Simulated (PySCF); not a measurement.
**C₄H₃FS: NMR shifts at several levels of theory**

Aim: compute the NMR shifts of C₄H₃FS (`Fc1cccs1`) at several levels, and see how far they spread and what each costs.

Computed with PySCF 2.14.0, with density-fitted response routines of our own, on a single molecule in the gas phase. Atoms are numbered from 0 throughout.

### 1 The molecule as given

9 atoms, charge 0, multiplicity 1; geometry from: MMFF94s. The atoms were then displaced at random by about 0.03 Å, so the start is not that level's minimum.

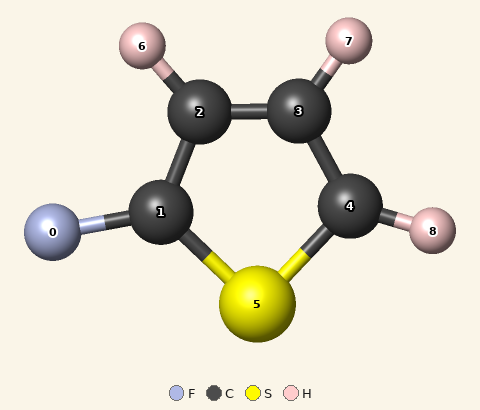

As it starts; fluorine light blue, carbon dark grey, sulfur yellow, hydrogen pink, atoms numbered.

### 2 Relaxing the molecule at PBE0-D3(BJ)/def2-SVP

What the job is given:

```
{"job": {"xc": "PBE0", "basis": "def2-SVP", "d3": "d3bj", "grid": 1, "shake": 0.03, "kind": "geom"}, "charge": 0, "multiplicity": 1}
F      2.596260     0.619680    -0.177290
C      1.193900     0.487020    -0.088630
C      0.577180    -0.752010    -0.120360
C     -0.681130    -0.658260     0.025060
C     -1.224240     0.620420     0.108770
S      0.074510     1.770690     0.074220
H      1.234230    -1.666950    -0.190520
H     -1.401060    -1.502520     0.036400
H     -2.236910     1.012500     0.306690
```

Command:

```sh
$ OMP_NUM_THREADS=1 python probes_run.py task.json out
```

This one command runs all jobs of the session in turn.

The log of the run:

```text
step   0  E = -651.48079537  max force = 0.200484
step   1  E = -651.50691721  max force = 0.045859
step   2  E = -651.51154954  max force = 0.039869
step   3  E = -651.51291059  max force = 0.020978
step   4  E = -651.51370445  max force = 0.014040
step   5  E = -651.51431164  max force = 0.007375
step   6  E = -651.51462580  max force = 0.001569
step   7  E = -651.51463498  max force = 0.000517
step   8  E = -651.51463731  max force = 0.000198
optimisation converged
```

It took 30 s on 1 thread of Arm Neoverse V1, shared host; peak memory 0.41 GiB.

Relaxation path:

| step | energy from step 0 (eV) | largest force component (eV/Å) |
| --- | --- | --- |
| 0 | 0.0000 | 10.3093 |
| 1 | -0.7108 | 2.3582 |
| 2 | -0.8369 | 2.0501 |
| 3 | -0.8739 | 1.0787 |
| 4 | -0.8955 | 0.7220 |
| 5 | -0.9120 | 0.3792 |
| 6 | -0.9206 | 0.0807 |
| 7 | -0.9208 | 0.0266 |
| 8 | -0.9209 | 0.0102 |

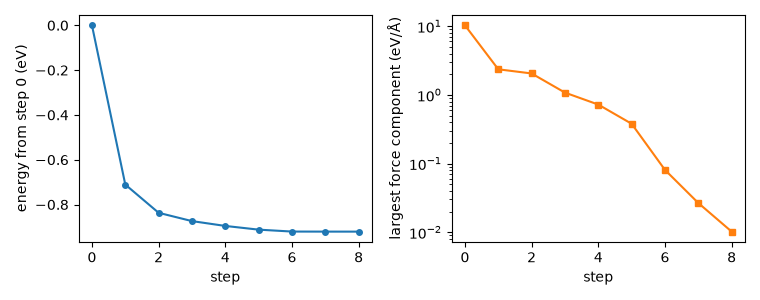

Energy and largest force along the relaxation.

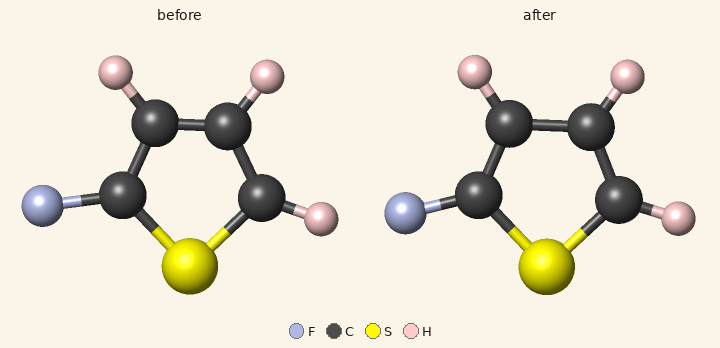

The geometry before (left) and after (right).

Distances of close pairs at the start and the end, largest changes first:

| bond | before (Å) | after (Å) | change (Å) |
| --- | --- | --- | --- |
| C2–C3 | 1.270 | 1.427 | +0.156 |
| F0–C1 | 1.411 | 1.319 | -0.093 |
| C2–H6 | 1.129 | 1.090 | -0.039 |
| C3–C4 | 1.392 | 1.367 | -0.025 |
| C1–C2 | 1.384 | 1.363 | -0.021 |
| C3–H7 | 1.110 | 1.091 | -0.019 |
| C1–S5 | 1.711 | 1.729 | +0.018 |
| C4–H8 | 1.104 | 1.089 | -0.015 |

The final coordinates are the input of the step that follows.

| at the end point | value |
| --- | --- |
| point group (found at 0.08 Å tolerance) | Cs |
| rotational constants (GHz, main isotopes) | 5.342, 3.220, 2.009 |
| dipole moment (D) | 1.40 |

### 3 NMR shieldings: PBE0/cc-pVDZ

What the job is given:

```
{"job": {"kind": "nmr", "xc": "PBE0", "basis": "cc-pVDZ", "pop": true}, "charge": 0, "multiplicity": 1}
F      2.522093     0.739633    -0.216847
C      1.237303     0.465362    -0.100391
C      0.654945    -0.767079    -0.107968
C     -0.760187    -0.663733     0.040412
C     -1.196700     0.626804     0.153374
S      0.103756     1.758544     0.082906
H      1.219172    -1.692963    -0.214913
H     -1.430968    -1.523555     0.061798
H     -2.216675     0.987558     0.275969
```

With the program's defaults for keys left out, this is: GIAO PBE0/cc-pVDZ NMR shielding, non-relativistic, gas phase.

The log of the run:

```text
coarse grid: 8920 points
cycle   1  E = -651.7765173781  dE =  1.140e+00  |g| = 4.944e-01  |ddm| = 5.922e+00
cycle   2  E = -651.7118213972  dE =  6.470e-02  |g| = 7.265e-01  |ddm| = 1.714e+00
cycle   3  E = -651.8249152021  dE = -1.131e-01  |g| = 9.595e-02  |ddm| = 1.088e+00
cycle   4  E = -651.8273024413  dE = -2.387e-03  |g| = 3.897e-02  |ddm| = 2.079e-01
cycle   5  E = -651.8276181231  dE = -3.157e-04  |g| = 1.077e-02  |ddm| = 6.349e-02
cycle   6  E = -651.8276441506  dE = -2.603e-05  |g| = 3.738e-03  |ddm| = 2.269e-02
cycle   7  E = -651.8276474692  dE = -3.319e-06  |g| = 1.339e-03  |ddm| = 6.504e-03
final grid: 84304 points
cycle   8  E = -651.8381090081  dE = -1.576e-05  |g| = 7.929e-03  |ddm| = 5.534e-02
cycle   9  E = -651.8380907761  dE =  1.823e-05  |g| = 1.143e-02  |ddm| = 3.228e-02
cycle  10  E = -651.8381255681  dE = -3.479e-05  |g| = 9.844e-04  |ddm| = 1.926e-02
cycle  11  E = -651.8381257960  dE = -2.279e-07  |g| = 3.424e-04  |ddm| = 1.886e-03
cycle  12  E = -651.8381258246  dE = -2.854e-08  |g| = 6.030e-05  |ddm| = 5.356e-04
cycle  13  E = -651.8381258250  dE = -4.951e-10  |g| = 3.684e-05  |ddm| = 1.233e-04
cycle  14  E = -651.8381258254  dE = -3.124e-10  |g| = 6.646e-06  |ddm| = 5.607e-05
converged SCF energy = -651.8381258254

GIAO shielding tensors (ppm)
atom      isotropic    diamagn.    paramagn.     s11        s22        s33       span
  0 F      317.076     468.432    -151.356    235.341    287.459    428.430    193.089
  1 C       26.513     254.568    -228.055    -37.344     46.696     70.187    107.531
  2 C       92.103     254.874    -162.771     29.800     81.369    165.141    135.341
  3 C       74.645     251.647    -177.003     -5.185     62.237    166.882    172.066
  4 C       81.901     256.936    -175.035     -3.714     94.537    154.880    158.593
  5 S      385.613    1058.384    -672.771    284.457    393.658    478.724    194.268
  6 H       25.080      30.513      -5.433     22.248     24.605     28.387      6.139
  7 H       24.695      30.293      -5.598     21.901     24.417     27.768      5.867
  8 H       24.952      30.475      -5.523     21.753     25.552     27.551      5.798
```

It took 7.2 s on 1 thread of Arm Neoverse V1, shared host; peak memory 0.52 GiB.

The references, computed at this level on geometries of the same kind, shield at (ppm): 1H TMS 31.29, 13C TMS 196.8, 19F CFCl3 200.9, 33S CS2 549. Their shielding less the atom's gives the shift. The references are single molecules in the gas phase, so shifts against H2O, NH3, PH3, H3PO4 or CFCl3 are not on the usual liquid scales and can be off by tens of ppm.

| atoms | environment | σ (ppm) | δ (ppm) |
| --- | --- | --- | --- |
| C1 | aromatic carbon bearing fluorine | 26.5 | 170.2 |
| C3 | aromatic CH | 74.6 | 122.1 |
| C4 | aromatic CH next to the ring sulfur | 81.9 | 114.9 |
| C2 | aromatic CH | 92.1 | 104.7 |
| H7 | hydrogen on an aromatic CH | 24.70 | 6.59 |
| H8 | hydrogen on an aromatic CH next to the ring sulfur | 24.95 | 6.34 |
| H6 | hydrogen on an aromatic CH | 25.08 | 6.21 |
| F0 | aryl fluorine | 317.1 | -116.1 |
| S5 | aromatic ring sulfur | 386 | 163 |

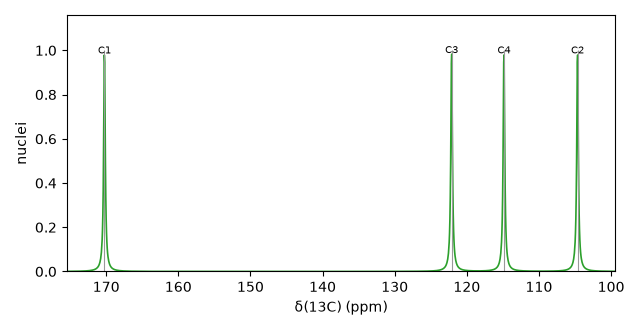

13C lines at the computed shifts, without couplings. Lines are broadened to a width of 0.26 ppm (Lorentzian).

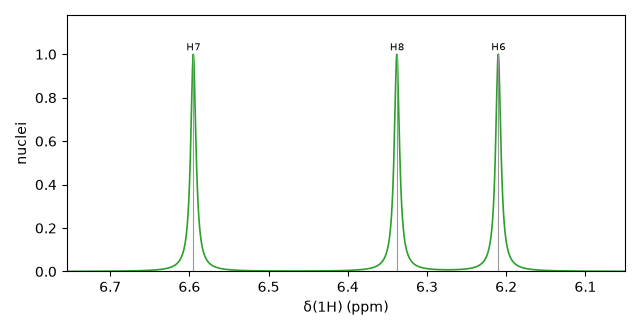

1H lines at the computed shifts, without couplings. Lines are broadened to a width of 0.01 ppm (Lorentzian).

Charges from the same density, by scheme (e):

| atoms | Mulliken | IAO | Hirshfeld | ESP fit |
| --- | --- | --- | --- | --- |
| F0 | -0.14 | -0.23 | -0.06 | -0.08 |
| C1 | 0.05 | 0.14 | 0.05 | 0.13 |
| C2 | -0.02 | -0.24 | -0.10 | -0.20 |
| C3 | 0.03 | -0.17 | -0.07 | -0.18 |
| C4 | -0.16 | -0.32 | -0.09 | -0.31 |
| S5 | 0.14 | 0.31 | 0.09 | 0.07 |

Hirshfeld charges:

| atom | value (e) |
| --- | --- |
| F0 | -0.06 |
| C1 | 0.05 |
| C2 | -0.10 |
| C3 | -0.07 |
| C4 | -0.09 |
| S5 | 0.09 |
| H6 | 0.06 |
| H7 | 0.06 |
| H8 | 0.06 |

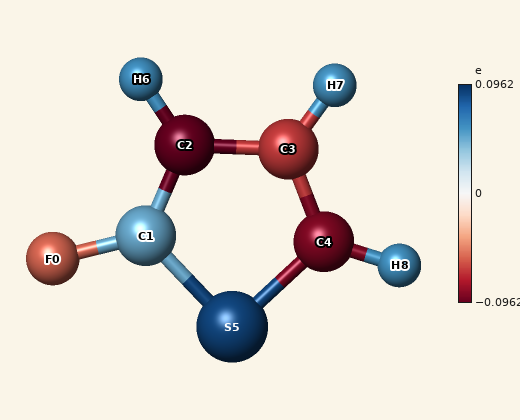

Hirshfeld charges, as colours on the atoms.

Mayer bond orders: F0–C1 1.15, C1–C2 1.54, C2–C3 1.27, C3–C4 1.63, C4–S5 1.16, S5–C1 1.18.

Ring of atoms C1, C2, C3, C4, S5: NICS(0) -13.9, NICS(1) -10.4, NICS(1)zz -24.1 ppm (means of both faces).

### 4 NMR shieldings: PBE0/cc-pVTZ

Same as in step 3 but for these lines:

```diff
@@ -1,2 +1,2 @@
-{"job": {"kind": "nmr", "xc": "PBE0", "basis": "cc-pVDZ", "pop": true}, "charge": 0, "multiplicity": 1}
+{"job": {"kind": "nmr", "xc": "PBE0", "basis": "cc-pVTZ", "pop": true}, "charge": 0, "multiplicity": 1}
 F      2.522093     0.739633    -0.216847
```

Level: GIAO PBE0/cc-pVTZ NMR shielding, non-relativistic, gas phase.

The log of the run:

```text
coarse grid: 8920 points
cycle   1  E = -651.8771855615  dE =  1.104e+00  |g| = 5.061e-01  |ddm| = 6.238e+00
cycle   2  E = -651.8106013822  dE =  6.658e-02  |g| = 7.481e-01  |ddm| = 1.691e+00
cycle   3  E = -651.9247804801  dE = -1.142e-01  |g| = 1.042e-01  |ddm| = 1.064e+00
cycle   4  E = -651.9274650706  dE = -2.685e-03  |g| = 4.605e-02  |ddm| = 2.249e-01
cycle   5  E = -651.9278818531  dE = -4.168e-04  |g| = 1.247e-02  |ddm| = 7.961e-02
cycle   6  E = -651.9279133658  dE = -3.151e-05  |g| = 4.200e-03  |ddm| = 2.311e-02
cycle   7  E = -651.9279173514  dE = -3.986e-06  |g| = 1.566e-03  |ddm| = 6.908e-03
final grid: 84304 points
cycle   8  E = -651.9285252155  dE = -4.396e-05  |g| = 8.398e-03  |ddm| = 8.857e-02
cycle   9  E = -651.9285067828  dE =  1.843e-05  |g| = 1.169e-02  |ddm| = 2.777e-02
cycle  10  E = -651.9285409091  dE = -3.413e-05  |g| = 1.304e-03  |ddm| = 1.687e-02
cycle  11  E = -651.9285412870  dE = -3.778e-07  |g| = 5.398e-04  |ddm| = 2.467e-03
cycle  12  E = -651.9285413540  dE = -6.704e-08  |g| = 8.763e-05  |ddm| = 8.358e-04
cycle  13  E = -651.9285413553  dE = -1.319e-09  |g| = 5.108e-05  |ddm| = 1.565e-04
cycle  14  E = -651.9285413559  dE = -5.761e-10  |g| = 1.005e-05  |ddm| = 7.062e-05
converged SCF energy = -651.9285413559

GIAO shielding tensors (ppm)
atom      isotropic    diamagn.    paramagn.     s11        s22        s33       span
  0 F      307.533     464.753    -157.220    217.652    287.087    417.861    200.209
  1 C       10.879     248.584    -237.705    -55.408     31.972     56.072    111.480
  2 C       78.367     256.277    -177.910     12.255     66.788    156.058    143.803
  3 C       59.857     254.424    -194.566    -25.432     47.542    157.462    182.894
  4 C       69.183     254.083    -184.900    -22.008     83.625    145.933    167.940
  5 S      341.840    1057.451    -715.611    233.775    346.661    445.085    211.310
  6 H       24.866      30.597      -5.731     22.411     24.412     27.775      5.363
  7 H       24.511      30.261      -5.750     21.874     24.203     27.456      5.582
  8 H       24.692      29.639      -4.947     21.631     25.481     26.964      5.334
```

Run time: 21 s. Hardware: 1 thread of Arm Neoverse V1, shared host; peak memory 0.88 GiB.

In short: δ C1 176.4, C3 127.4, C4 118.1, C2 108.9, H7 6.78, H8 6.60 ppm.

### 5 NMR shieldings: PBE0/aug-cc-pVDZ

Same as in step 4 but for these lines:

```diff
@@ -1,2 +1,2 @@
-{"job": {"kind": "nmr", "xc": "PBE0", "basis": "cc-pVTZ", "pop": true}, "charge": 0, "multiplicity": 1}
+{"job": {"kind": "nmr", "xc": "PBE0", "basis": "aug-cc-pVDZ", "pop": true}, "charge": 0, "multiplicity": 1}
 F      2.522093     0.739633    -0.216847
```

Level: GIAO PBE0/aug-cc-pVDZ NMR shielding, non-relativistic, gas phase.

The log of the run:

```text
coarse grid: 8920 points
cycle   1  E = -651.7989173666  dE =  1.139e+00  |g| = 4.608e-01  |ddm| = 8.541e+00
cycle   2  E = -651.7353343897  dE =  6.358e-02  |g| = 6.929e-01  |ddm| = 2.484e+00
cycle   3  E = -651.8427071158  dE = -1.074e-01  |g| = 9.406e-02  |ddm| = 1.582e+00
cycle   4  E = -651.8450418813  dE = -2.335e-03  |g| = 3.895e-02  |ddm| = 2.612e-01
cycle   5  E = -651.8453459607  dE = -3.041e-04  |g| = 1.097e-02  |ddm| = 7.658e-02
cycle   6  E = -651.8453725575  dE = -2.660e-05  |g| = 3.930e-03  |ddm| = 3.173e-02
cycle   7  E = -651.8453763645  dE = -3.807e-06  |g| = 1.341e-03  |ddm| = 9.985e-03
final grid: 84304 points
cycle   8  E = -651.8558503163  dE = -1.907e-05  |g| = 7.922e-03  |ddm| = 2.081e-01
cycle   9  E = -651.8558303516  dE =  1.996e-05  |g| = 1.166e-02  |ddm| = 5.260e-02
cycle  10  E = -651.8558667473  dE = -3.640e-05  |g| = 1.063e-03  |ddm| = 2.867e-02
cycle  11  E = -651.8558670167  dE = -2.694e-07  |g| = 3.815e-04  |ddm| = 2.785e-03
cycle  12  E = -651.8558670519  dE = -3.520e-08  |g| = 6.005e-05  |ddm| = 9.116e-04
cycle  13  E = -651.8558670524  dE = -4.288e-10  |g| = 4.314e-05  |ddm| = 2.002e-04
cycle  14  E = -651.8558670528  dE = -4.383e-10  |g| = 7.237e-06  |ddm| = 9.884e-05
converged SCF energy = -651.8558670528

GIAO shielding tensors (ppm)
atom      isotropic    diamagn.    paramagn.     s11        s22        s33       span
  0 F      321.023     480.119    -159.096    239.277    302.479    421.313    182.037
  1 C       25.341     253.941    -228.600    -37.804     44.900     68.926    106.730
  2 C       91.580     219.373    -127.793     29.574     79.379    165.789    136.215
  3 C       74.428     215.865    -141.437     -6.340     62.746    166.878    173.218
  4 C       79.812     243.737    -163.925     -7.307     92.242    154.501    161.808
  5 S      376.042    1052.111    -676.069    279.823    377.642    470.661    190.838
  6 H       24.895      33.868      -8.974     22.504     24.509     27.671      5.167
  7 H       24.562      33.849      -9.287     22.013     24.289     27.384      5.371
  8 H       24.703      38.387     -13.684     21.743     25.624     26.743      4.999
```

It took 14 s on 1 thread of Arm Neoverse V1, shared host; peak memory 0.78 GiB.

This run: δ C1 169.8, C3 120.7, C4 115.3, C2 103.5, H7 6.83, H8 6.69 ppm.

### 6 Nuclear shieldings: PBE0/IGLO-III

Same as in step 5 but for these lines:

```diff
@@ -1,2 +1,2 @@
-{"job": {"kind": "nmr", "xc": "PBE0", "basis": "aug-cc-pVDZ", "pop": true}, "charge": 0, "multiplicity": 1}
+{"job": {"kind": "nmr", "xc": "PBE0", "basis": "IGLO-III", "pop": true}, "charge": 0, "multiplicity": 1}
 F      2.522093     0.739633    -0.216847
```

With the program's defaults for keys left out, this is: GIAO PBE0/IGLO-III NMR shielding, non-relativistic, gas phase.

The log of the run:

```text
coarse grid: 8920 points
cycle   1  E = -651.8797628102  dE =  1.074e+00  |g| = 5.308e-01  |ddm| = 2.411e+00
cycle   2  E = -651.8106023128  dE =  6.916e-02  |g| = 7.602e-01  |ddm| = 6.140e-01
cycle   3  E = -651.9273080244  dE = -1.167e-01  |g| = 1.138e-01  |ddm| = 4.462e-01
cycle   4  E = -651.9302855322  dE = -2.978e-03  |g| = 5.942e-02  |ddm| = 1.221e-01
cycle   5  E = -651.9309985110  dE = -7.130e-04  |g| = 1.242e-02  |ddm| = 3.493e-02
cycle   6  E = -651.9310281050  dE = -2.959e-05  |g| = 4.798e-03  |ddm| = 1.254e-02
cycle   7  E = -651.9310329659  dE = -4.861e-06  |g| = 1.718e-03  |ddm| = 3.822e-03
final grid: 84304 points
cycle   8  E = -651.9353265310  dE = -7.035e-05  |g| = 8.981e-03  |ddm| = 4.567e-02
cycle   9  E = -651.9353083989  dE =  1.813e-05  |g| = 1.192e-02  |ddm| = 1.285e-02
cycle  10  E = -651.9353413801  dE = -3.298e-05  |g| = 1.603e-03  |ddm| = 8.681e-03
cycle  11  E = -651.9353419237  dE = -5.436e-07  |g| = 6.897e-04  |ddm| = 1.334e-03
cycle  12  E = -651.9353420333  dE = -1.096e-07  |g| = 1.177e-04  |ddm| = 4.576e-04
cycle  13  E = -651.9353420357  dE = -2.386e-09  |g| = 6.002e-05  |ddm| = 9.535e-05
cycle  14  E = -651.9353420365  dE = -7.601e-10  |g| = 1.140e-05  |ddm| = 3.372e-05
converged SCF energy = -651.9353420365

GIAO shielding tensors (ppm)
atom      isotropic    diamagn.    paramagn.     s11        s22        s33       span
  0 F      309.650     468.275    -158.625    224.237    287.187    417.528    193.291
  1 C        2.522     254.819    -252.298    -66.154     24.868     48.851    115.006
  2 C       71.287     258.474    -187.187      3.921     58.601    151.339    147.418
  3 C       53.235     255.121    -201.886    -34.513     41.164    153.054    187.567
  4 C       62.239     256.694    -194.455    -32.599     78.415    140.903    173.502
  5 S      303.493    1060.397    -756.905    187.571    308.728    414.179    226.609
  6 H       24.868      30.685      -5.817     22.387     24.552     27.666      5.279
  7 H       24.597      30.595      -5.998     21.884     24.377     27.531      5.646
  8 H       24.747      30.341      -5.594     21.705     25.632     26.904      5.199
```

Wall time 22 s (1 thread of Arm Neoverse V1, shared host); peak memory 0.93 GiB.

In short: δ C1 181.3, C3 130.5, C4 121.5, C2 112.5, H7 6.78, H8 6.63 ppm.

### 7 Nuclear shieldings: PBE0/pcSseg-0

Same as in step 6 but for these lines:

```diff
@@ -1,2 +1,2 @@
-{"job": {"kind": "nmr", "xc": "PBE0", "basis": "IGLO-III", "pop": true}, "charge": 0, "multiplicity": 1}
+{"job": {"kind": "nmr", "xc": "PBE0", "basis": "pcSseg-0", "pop": true}, "charge": 0, "multiplicity": 1}
 F      2.522093     0.739633    -0.216847
```

With the program's defaults for keys left out, this is: GIAO PBE0/pcSseg-0 NMR shielding, non-relativistic, gas phase.

The log of the run:

```text
coarse grid: 8920 points
cycle   1  E = -650.7107727225  dE =  1.093e+00  |g| = 4.622e-01  |ddm| = 3.560e+00
cycle   2  E = -650.6420589293  dE =  6.871e-02  |g| = 7.365e-01  |ddm| = 1.365e+00
cycle   3  E = -650.7610267236  dE = -1.190e-01  |g| = 5.945e-02  |ddm| = 7.733e-01
cycle   4  E = -650.7614121902  dE = -3.855e-04  |g| = 4.722e-02  |ddm| = 1.564e-01
cycle   5  E = -650.7619313870  dE = -5.192e-04  |g| = 4.739e-03  |ddm| = 5.580e-02
cycle   6  E = -650.7619358371  dE = -4.450e-06  |g| = 3.053e-03  |ddm| = 1.065e-02
final grid: 84304 points
cycle   7  E = -650.7569375537  dE = -3.841e-06  |g| = 8.311e-03  |ddm| = 2.491e-02
cycle   8  E = -650.7569037840  dE =  3.377e-05  |g| = 1.350e-02  |ddm| = 3.203e-02
cycle   9  E = -650.7569565568  dE = -5.277e-05  |g| = 1.211e-03  |ddm| = 2.139e-02
cycle  10  E = -650.7569569320  dE = -3.751e-07  |g| = 1.457e-04  |ddm| = 1.468e-03
cycle  11  E = -650.7569569377  dE = -5.704e-09  |g| = 8.320e-05  |ddm| = 4.370e-04
cycle  12  E = -650.7569569395  dE = -1.813e-09  |g| = 2.016e-05  |ddm| = 1.244e-04
cycle  13  E = -650.7569569396  dE = -1.063e-10  |g| = 4.021e-06  |ddm| = 3.191e-05
converged SCF energy = -650.7569569396

GIAO shielding tensors (ppm)
atom      isotropic    diamagn.    paramagn.     s11        s22        s33       span
  0 F      294.360     465.262    -170.901    177.498    245.418    460.165    282.667
  1 C        3.699     262.255    -258.556    -66.224     26.966     50.356    116.580
  2 C       76.639     257.261    -180.622      5.231     66.227    158.457    153.226
  3 C       60.201     257.300    -197.099    -25.468     44.382    161.690    187.159
  4 C       62.863     266.320    -203.457    -29.210     70.644    147.155    176.365
  5 S      355.264    1053.170    -697.906    261.915    324.009    479.868    217.953
  6 H       26.544      28.690      -2.146     23.546     25.495     30.592      7.046
  7 H       26.085      28.562      -2.476     23.289     25.558     29.409      6.120
  8 H       26.466      29.943      -3.477     23.445     25.761     30.193      6.748
```

Run time: 4 s. Hardware: 1 thread of Arm Neoverse V1, shared host; peak memory 0.44 GiB.

This run: δ C1 189.8, C3 133.3, C4 130.7, C2 116.9, H7 6.75, H8 6.37 ppm.

### 8 Side by side: NMR shifts

Shifts (ppm) of some atoms, chosen among heavy atoms and hydrogens apart, with basis size and wall time:

| run | C1 | C4 | C2 | H8 | H6 | F0 | S5 | functions | time |
| --- | --- | --- | --- | --- | --- | --- | --- | --- | --- |
| PBE0/cc-pVDZ | 170.2 | 114.9 | 104.7 | 6.34 | 6.21 | -116.1 | 163 | 103 | 7.2 s |
| PBE0/cc-pVTZ | 176.4 | 118.1 | 108.9 | 6.60 | 6.43 | -124.9 | 183 | 226 | 21 s |
| PBE0/aug-cc-pVDZ | 169.8 | 115.3 | 103.5 | 6.69 | 6.50 | -126.9 | 182 | 169 | 14 s |
| PBE0/IGLO-III | 181.3 | 121.5 | 112.5 | 6.63 | 6.51 | -135.0 | 215 | 249 | 22 s |
| PBE0/pcSseg-0 | 189.8 | 130.7 | 116.9 | 6.37 | 6.29 | -116.0 | 160 | 64 | 4 s |

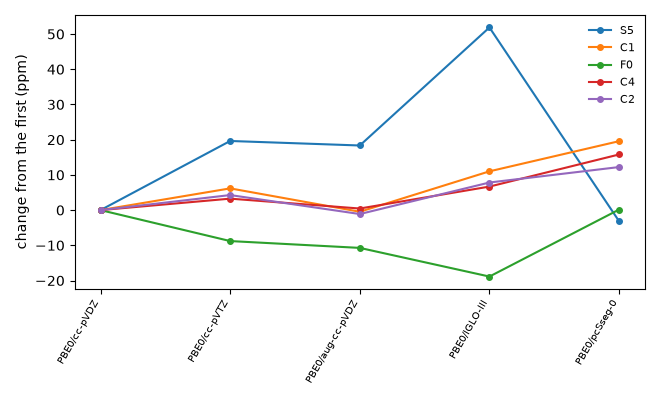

How five of the tabulated atoms move from run to run.

### 9 Outcome

```
                               quantity                           value
                            point group                              Cs
   rotational constants (main isotopes)            5.34, 3.22, 2.01 GHz
  13C shifts against TMS (PBE0/cc-pVDZ)  170.2, 122.1, 114.9, 104.7 ppm
   1H shifts against TMS (PBE0/cc-pVDZ)            6.59, 6.34, 6.21 ppm
19F shifts against CFCl3 (PBE0/cc-pVDZ)                      -116.1 ppm
  33S shifts against CS2 (PBE0/cc-pVDZ)                         163 ppm
               range of the shift of S5                  160 to 215 ppm
```

In words: Single values in the summary come from the first run of each kind that ended normally (PBE0/cc-pVDZ), which need not be the best level. The start was shaken at random, so part of the energy gained undoes that. The optimisation took 8 steps and gained 0.921 eV; among the close pairs (by a distance rule), C2–C3 changed most, from 1.270 to 1.427 Å. No frequency check was run at this level, so the end point may be a saddle. NICS(1)zz of -24 ppm above the planar ring from C1 marks a diatropic (aromatic) ring current. In ppm, S5 moves most: its shift spreads over 55 ppm, from 160 (PBE0/pcSseg-0) to 215 (PBE0/IGLO-III).
